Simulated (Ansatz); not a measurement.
Start from WS$_{2}$ in the 2H-MoS2 type structure (space group P6_3/mmc, No. 194; a = 3.1148 Å, c = 11.7731 Å; layered, stacked along the Cartesian z axis).

Now apply this change: hydrostatic tension (pressure −2 GPa).

Calculations: Ansatz (a program for electronic structure) PBEsol-D3(BJ), scalar-relativistic without spin-orbit coupling.

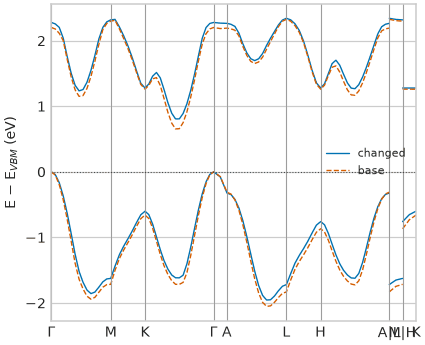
Figure. Highest valence and lowest conduction band along the path, each from its own valence-band maximum

Task: Read the changed gap and its character from the plot.

Result: About 0.8 eV, indirect, Γ → K–Γ (44 % along).

With W present, leaving out spin-orbit coupling can change the band edges. Load acts through the strain it causes; cell and atoms are relaxed under it. No phonon test of stability was made.
